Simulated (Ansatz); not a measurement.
```xyz
8

Al   -0.5628    0.9715    0.3398
H     2.0430    0.2645    0.9165
F     1.8750   -0.5604    0.5026
O    -1.6719   -0.1900   -0.3050
Si   -2.7471   -1.3379   -0.8416
H    -2.8070   -2.5003    0.1083
H    -4.1267   -0.7537   -0.9584
H    -2.3438   -1.8541   -2.1933
```

Not at a stationary point (largest force 0.5 eV/Å).

These are results of RKS PBE-D4/6-31G* (Ansatz), not measurements.

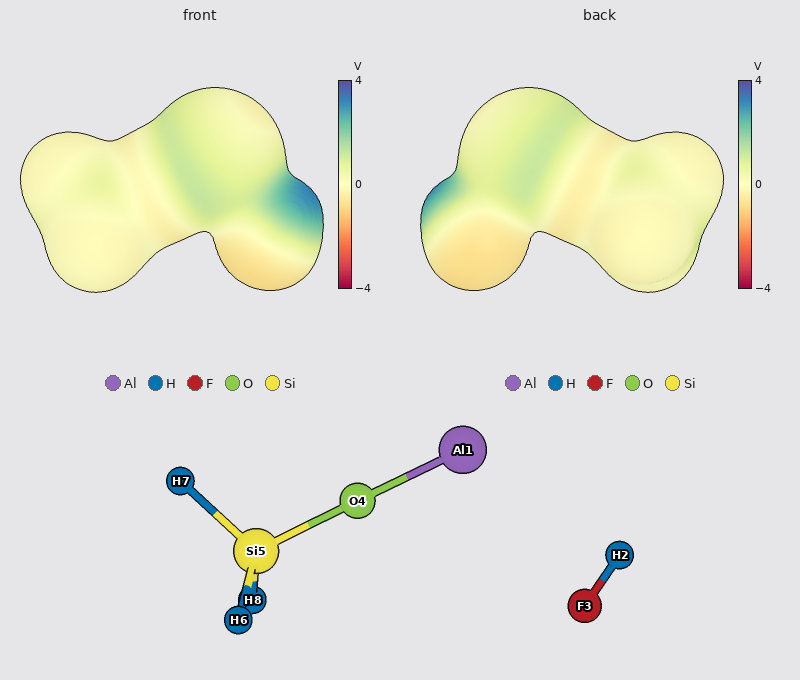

AlH₃OSi···HF. The molecular electrostatic potential painted on the density surface at 0.002 e/bohr³, seen from the front and from behind; the colour scale runs from red (negative) to blue (positive). The bare structure is drawn below in the same view.

Where is the surface potential most negative and most positive?

The most negative region (about −0.8 V, or −18 kcal/mol for a unit charge) lies over F3, the most positive (about +3.1 V, or +71 kcal/mol for a unit charge) over H2.
